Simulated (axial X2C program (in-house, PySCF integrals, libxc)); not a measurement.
# Linear ClSiCl⁻ at several levels

How do method and spin–orbit coupling move the bonds and stretches of ClSiCl⁻, held linear?

Method: all-electron X2C, two-component (2c) or spin-free, Cl dyall-av3z, Si dyall-v3z; program: an in-house X2C program for linear molecules on PySCF integrals.

All values are calculated.

2 further runs of the same task are left out: 2 set aside as unsound or not needed.

## 1. The job

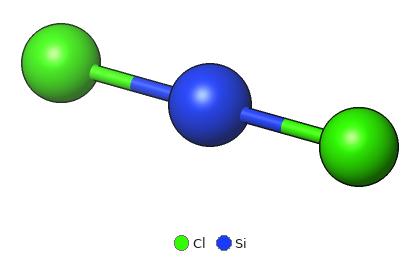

The atoms on one line, bonds 2.150 and 2.150 Å (chlorine green, silicon blue).

Input file task.json:

```json
{
 "zs": [
  17,
  14,
  17
 ],
 "q": -1,
 "bas": [
  "dyall-av3z",
  "dyall-v3z",
  "dyall-av3z"
 ],
 "r0": [
  2.15,
  2.15
 ],
 "symm": 1,
 "scan": [
  "PBE0",
  "HF",
  "B3LYP"
 ],
 "levels": [
  "PBE0",
  "HF",
  "TPSSh"
 ],
 "nst": 2
}
```

Keys: zs atomic numbers; q charge; bas basis sets; r0 starting distance in Å; symm equal bonds; scan levels of the two-bond scan; levels methods; nst determinants followed.

The run is started by

```sh
$ python solin.py task.json out
```

Masses Cl 34.969, Si 27.977, Cl 34.969 u.

## 2. Scan at PBE0, 2c

State: Ω = 1/2 (beyond evenly filled blocks: ω = 1/2). Energies above the lowest point, from the job's result record:

```
r(Cl–Si) (Å)  r(Si–Cl) (Å)  E (meV)
      2.3595        2.3595    22.22
      2.3595        2.4200     7.05
      2.3595        2.4805     6.76
      2.4200        2.3595     7.05
      2.4200        2.4200     0.00
      2.4200        2.4805     7.49
      2.4200        2.5410    26.25
      2.4805        2.3595     6.76
      2.4805        2.4200     7.49
      2.4805        2.4805    22.43
      2.5410        2.4200    26.25
      2.5410        2.5410    80.94
```

A quadratic surface with cubic terms in each bond gives the minimum at 2.418 and 2.418 Å, force constants 0.63, 0.63 and coupling 0.33 mdyn/Å.

## 3. Scan at B3LYP, 2c

State: Ω = 1/2 (beyond evenly filled blocks: ω = 1/2). Energies above the lowest point, from the job's result record:

```
r(Cl–Si) (Å)  r(Si–Cl) (Å)  E (meV)
      2.3595        2.3595    57.00
      2.3595        2.4200    27.70
      2.3595        2.4805    13.68
      2.4200        2.3595    27.70
      2.4200        2.4200     6.38
      2.4200        2.4805     0.00
      2.4200        2.5410     5.36
      2.4805        2.3595    13.68
      2.4805        2.4200     0.00
      2.4805        2.4805     0.93
      2.5410        2.4200     5.36
      2.5410        2.5410    32.21
```

A quadratic surface with cubic terms in each bond gives the minimum at 2.459 and 2.459 Å, force constants 0.558, 0.558 and coupling 0.32 mdyn/Å.

## 4. Scan at PBE0, spin-free

State: M_S = 1/2, Λ = 1 (beyond evenly filled blocks: π+α). Energies above the lowest point, from the job's result record:

```
r(Cl–Si) (Å)  r(Si–Cl) (Å)  E (meV)
      2.3595        2.3595    22.19
      2.3595        2.4200     7.03
      2.3595        2.4805     6.75
      2.4200        2.3595     7.03
      2.4200        2.4200     0.00
      2.4200        2.4805     7.50
      2.4200        2.5410    26.26
      2.4805        2.3595     6.75
      2.4805        2.4200     7.50
      2.4805        2.4805    22.45
      2.5410        2.4200    26.26
      2.5410        2.5410    80.97
```

A quadratic surface with cubic terms in each bond gives the minimum at 2.418 and 2.418 Å, force constants 0.63, 0.63 and coupling 0.33 mdyn/Å.

## 5. Comparison

| level | r(Cl–Si) (Å) | r(Si–Cl) (Å) | lower stretch (cm⁻¹) | upper stretch (cm⁻¹) |
| --- | --- | --- | --- | --- |
| PBE0, 2c | 2.418 | 2.418 | 215.3 | 227.6 |
| B3LYP, 2c | 2.459 | 2.459 | 201.4 | 206.3 |
| PBE0, spin-free | 2.418 | 2.418 | 215.3 | 227.5 |
| B3LYP, spin-free | 2.459 | 2.459 | 201.4 | 206.3 |

Scans not shown above were run alike.

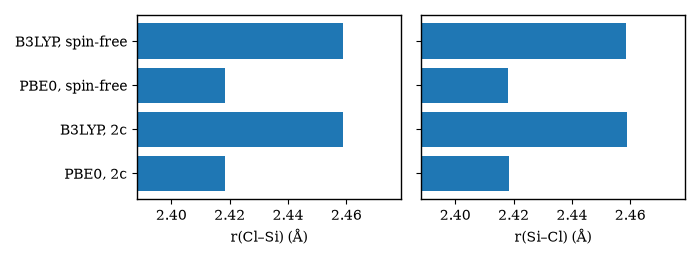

The two bond lengths by level.

What this shows: Over the levels the Cl–Si bond spans 2.418 to 2.459 Å and the Si–Cl bond 2.418 to 2.459 Å. At PBE0 spin–orbit coupling leaves both bonds unchanged to 0.001 Å. Each state is one determinant, the lowest of a limited PBE0 search; the stretches come from a fit to few points and are good to some per cent at best. The stretches are sorted by size, and where the two bonds are alike the symmetric and antisymmetric modes can swap order between levels. For an anion the highest level of a functional can be positive, and the basis then holds the extra electron. The molecule was held linear; bending was not examined, so a bent shape may lie lower. Note: functional without a current term on a determinant with orbital currents, of the molecule or an atom.
